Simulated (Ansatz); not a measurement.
# Work function of Ir(100): what the settings cost and change, part 2 of 2

Aim: the work function of Ir(100) across levels of theory at one geometry.

Ansatz 0.2.0; plane-wave DFT, PBE, Ansatz PAW (the session's first sound run).

So far, work function, upper face (eV): step 2 (run, setting PBE, Ansatz PAW (420 eV)) 5.55; step 5 (RPBE) 5.39; step 6 (r2SCAN) 5.62; step 7 (PBE JTH) 5.55; step 8 (PBE norm-conserving) 5.55.

**9. Run**

This step: plane-wave DFT, LDA, norm-conserving (Ansatz 0.2.0).

File input.yaml:

```yaml
crystal:
  lattice:
    - [2.7152900398, 0.0, 0.0]
    - [0.0, 2.7152900398, 0.0]
    - [0.0, 0.0, 29.52]
  atoms:
    - { symbol: Ir, position: [0.0, 0.0, 0.3048780488] }
    - { symbol: Ir, position: [0.5, 0.5, 0.3699186992] }
    - { symbol: Ir, position: [0.0, 0.0, 0.4349593496] }
    - { symbol: Ir, position: [0.5, 0.5, 0.5] }
    - { symbol: Ir, position: [0.0, 0.0, 0.5650406504] }
    - { symbol: Ir, position: [0.5, 0.5, 0.6300813008] }
    - { symbol: Ir, position: [0.0, 0.0, 0.6951219512] }
kpoints:
  mp_grid: { grid: [15, 15, 1] }
hamiltonian:
  xc: lda
  pseudopotentials: { kind: nc }
scf:
  occupations: { method: fermi_dirac, width: 0.1 }
  convergence: { dr2_threshold: 1.0e-09 }
efield:
  axis: 3
  dipole_correction: true
  ramp_position: 0.97
  ramp_width: 0.06
output:
  write_potential: true
  write_density: true
  volumetric_format: npy
```

Run with:

```bash
$ ansatz run input.yaml --threads 4 --pin off --max-ram 6144MiB --backend cpu --events-out ev --progress --plain --runs-dir out
```

Numbers of over 12 decimals in the logs are rounded to 6 here.

Output:

```text
[...]
Crystal: 7 atoms, lattice volume = 217.645 Å³
Basis set: ecut = 925.187132 eV, 13939 PW (Γ)
Bands: 72, of which v1, the nominal top of the filled ones, is band 60 counted from 1 (59 counted from 0)
Symmetry: 8 space group operations
k-points: 36 of 225
[...]
k-point 0: bands = [... 56 lower, 7.5766, 7.5840, 8.0002, 8.1123, 8.1123, 8.4780, 8.9399, 9.0901, ... 8 higher]
  k-point 1: bands = [... 56 lower, 7.3506, 7.5378, 7.8234, 8.0615, 8.2788, 8.4796, 8.5975, 8.6919, ... 8 higher]
  k-point 2: bands = [... 56 lower, 7.1932, 7.3009, 7.6528, 7.7015, 7.9060, 8.2846, 8.3690, 8.6816, ... 8 higher]
  k-point 35: bands = [... 56 lower, 9.4519, 9.7243, 9.7332, 9.7500, 9.7654, 10.3885, 10.4696, 10.8344, ... 8 higher]
[key lines of the parts left out:]
SCF converged after 8 iterations
Free energy (F): -21894.564430 eV
Fermi energy:    8.349734 eV
Dipole field:    D = -0.000000 V/Å  (p = -0.000000 e·Å, saw-weighted, corrected)
Work function:   Φ+ = 5.9049 eV   Φ− = 5.9049 eV
```

The job ended after 2.6 min (4 threads of Arm Neoverse N1, shared host; peak memory 2.2 GiB).

The work function is 5.905 eV, +0.358 eV from the run “PBE, Ansatz PAW (420 eV)”, at 3.5 times its CPU time.

**10. Slab, setting PBE, all layers relaxed**

This step: plane-wave DFT, PBE, Ansatz PAW (Ansatz 0.2.0).

Edit input.yaml of step 9 so:

```diff
@@ -16,4 +16,3 @@
 hamiltonian:
-  xc: lda
-  pseudopotentials: { kind: nc }
+  xc: pbe
 scf:
@@ -26,2 +25,5 @@
   ramp_width: 0.06
+relax:
+  f_tol: 0.01
+  max_steps: 40
 output:
```

Output:

```text
[...]
Crystal: 7 atoms, lattice volume = 217.645 Å³
Basis set: ecut = 420 eV, 4335 PW (Γ), exchange–correlation on 40×40×400 points (8 copies of the dense FFT grid, shifted against one another)
Bands: 72, of which v1, the nominal top of the filled ones, is band 60 counted from 1 (59 counted from 0)
Symmetry: 8 space group operations
k-points: 36 of 225
[...]
F+E_penalty+E_count = -83544.62473790 eV   max|allowed force component| = 4.538e-3 eV/Å
  atoms:
    - { symbol: Ir, position: [0, 0.0, 0.304807] }
    - { symbol: Ir, position: [0.5, 0.5, 0.367483] }
    - { symbol: Ir, position: [0, 0.0, 0.433944] }
    - { symbol: Ir, position: [0.5, 0.5, 0.500000] }
    - { symbol: Ir, position: [0, 0.0, 0.566056] }
    - { symbol: Ir, position: [0.5, 0.5, 0.632517] }
    - { symbol: Ir, position: [0, 0.0, 0.695193] }
[key lines of the parts left out:]
SCF converged after 8 iterations
Free energy (F): -83544.624738 eV
Fermi energy:    8.686197 eV
Dipole field:    D = -0.000000 V/Å  (p = -0.000000 e·Å, saw-weighted, corrected)
Work function:   Φ+ = 5.5506 eV   Φ− = 5.5506 eV
```

Wall time 2.3 min (4 threads); peak memory 0.82 GiB.

The relaxation took 4 steps and lowered the energy by 0.075 eV; the largest force on the free atoms ends at 0.0045 eV/Å.

The work function is 5.551 eV, +0.003 eV from the run “PBE, Ansatz PAW (420 eV)”, at 2.9 times its CPU time.

**11. Slab**

This step: plane-wave DFT, PBE, fully relativistic PAW with spin-orbit coupling (Ansatz 0.2.0).

Edit input.yaml of step 10 so:

```diff
@@ -17,2 +17,3 @@
   xc: pbe
+  pseudopotentials: { kind: paw_fr }
 scf:
@@ -25,5 +26,5 @@
   ramp_width: 0.06
-relax:
-  f_tol: 0.01
-  max_steps: 40
+magnetization:
+  noncollinear: true
+  spin_orbit: true
 output:
```

Output:

```text
[...]
non-collinear run that drives no moment, with spin-orbit: no starting moment large enough to seed its density (crystal.atoms[].spin), no starting occupations that ask for one, no magnetisation constraint and no magnetic field, so the semilocal B_xc is pinned to zero
Crystal: 7 atoms, lattice volume = 217.645 Å³
[...]
k-point 1: bands = [... 115 lower, 7.9927, 8.1786, 8.1786, 8.4824, 8.4824, 8.5670, 8.5670, 8.7200, ... 21 higher]
  k-point 2: bands = [... 115 lower, 7.6974, 7.9723, 7.9723, 8.1093, 8.1093, 8.3357, 8.3357, 8.6234, ... 21 higher]
  k-point 35: bands = [... 115 lower, 10.1453, 10.1476, 10.1476, 10.2039, 10.2039, 10.3143, 10.3143, 10.7465, ... 21 higher]
[key lines of the parts left out:]
SCF converged after 12 iterations
Magnetization: |M| = 0.0000 μB,  M = (+0.0000, +0.0000, +0.0000) μB
Free energy (F): -83767.697616 eV
Fermi energy:    8.734644 eV
Dipole field:    D = 0.000000 V/Å  (p = 0.000000 e·Å, saw-weighted, corrected)
Work function:   Φ+ = 5.5197 eV   Φ− = 5.5197 eV
```

The job ended after 6.2 min (4 threads; peak memory 3.6 GiB).

The work function is 5.520 eV, -0.027 eV from the run “PBE, Ansatz PAW (420 eV)”, at 8.8 times its CPU time.

**12. Comparing the runs**

Times are for 4 threads of Arm Neoverse N1, shared host. The runs compared:

```tsv
no.	setting	work function, upper face (eV)	time	memory (GiB)
1	PBE, Ansatz PAW (420 eV)	5.547	44 s	0.93
2	LDA, Ansatz PAW (420 eV)	5.901	42 s	0.92
3	PBEsol, Ansatz PAW (420 eV)	5.671	41 s	0.92
4	RPBE, Ansatz PAW (420 eV)	5.391	41 s	0.93
5	r2SCAN, Ansatz PAW (500 eV)	5.623	2 min	1.3
6	PBE, JTH PAW (720 eV)	5.551	3.5 min	1.5
7	PBE, norm-conserving (925 eV)	5.547	2.7 min	2.2
8	LDA, norm-conserving (925 eV)	5.905	2.6 min	2.2
9	PBE, all layers relaxed	5.551	2.3 min	0.82
10	PBE with spin-orbit coupling (420 eV)	5.520	6.2 min	3.6
```

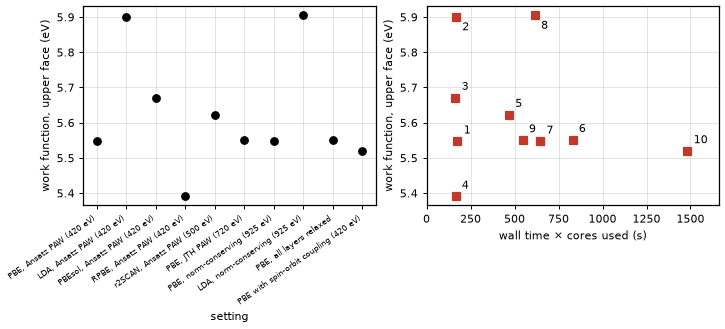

The series as plots; the last panel sets the first result against cost, with the runs numbered as in the table.

**13. The same run with other settings**

This step: plane-wave DFT, PBE, Ansatz PAW (Ansatz 0.2.0).

An input spoilt on purpose, to show how the run answers: it repeats the earlier run “PBE, Ansatz PAW (420 eV)” with kpoints.mp_grid.kspacing to 0.3, and scf.max_iter set to 100; its output block differs too.

Edit input.yaml of step 11 so:

```diff
@@ -14,6 +14,5 @@
 kpoints:
-  mp_grid: { grid: [15, 15, 1] }
+  mp_grid: { grid: [15, 15, 1], kspacing: 0.3 }
 hamiltonian:
   xc: pbe
-  pseudopotentials: { kind: paw_fr }
 scf:
@@ -21,2 +20,3 @@
   convergence: { dr2_threshold: 1.0e-09 }
+  max_iter: 100
 efield:
@@ -26,5 +26,2 @@
   ramp_width: 0.06
-magnetization:
-  noncollinear: true
-  spin_orbit: true
 output:
```

Output:

```text
Error: invalid value for `kpoints.mp_grid.kspacing`: mutually exclusive with `grid` — set one or the other
```

Wall time 0.07 s (4 threads); peak memory 0.068 GiB.

The program refused the input before any cycle.

The program's message: “Error: invalid value for `kpoints.mp_grid.kspacing`: mutually exclusive with `grid` — set one or the other”

The fault put into the input: a mesh and a spacing both set.

**14. Outcome**

```yaml
work_function_pbe_ansatz_paw_420_ev: 5.547 eV
work_function_lda_ansatz_paw_420_ev: 5.901 eV
work_function_rpbe_ansatz_paw_420_ev: 5.391 eV
work_function_r2scan_ansatz_paw_500_ev: 5.623 eV
work_function_lda_norm_conserving_925_ev: 5.905 eV
work_function_pbe_all_layers_relaxed: 5.551 eV
work_function_pbe_with_spin_orbit_coupling_420_ev: 5.520 eV
```

**Reading.** PBE on the default files gives 5.55 eV, and the settings tried spread the value from 5.39 to 5.90 eV. At one geometry LDA lies 0.35 eV above PBE. The choice of pseudopotentials moves the PBE value by 0.005 eV. Relaxing the layers changes it by +0.003 eV. Spin-orbit coupling, on the fully relativistic files, changes it by -0.03 eV. A compiled measured value is 5.96 eV (arxiv:1902.07811, 2019), but the real face reconstructs and these slabs don't, so it is no test of the method. The ladder's slabs use the tabulated experimental lattice constant (two decimals; a low-temperature value for the alkali metals).

[Logs are printed without paths, hosts, clocks, repeated set-up lines and the standing remarks that a program may print on its own settings, such as how far it seeks lower states.]

[Hosts, paths, dates, database ids (printed as entryN), source tags and the programs' standing remarks are cut or masked in the printed files.]

[Maps of the electrostatic potential energy from Ansatz leave out the sawtooth potential of an applied field or a dipole correction, so their vacuum need not be flat; planar profiles and work functions include it.]
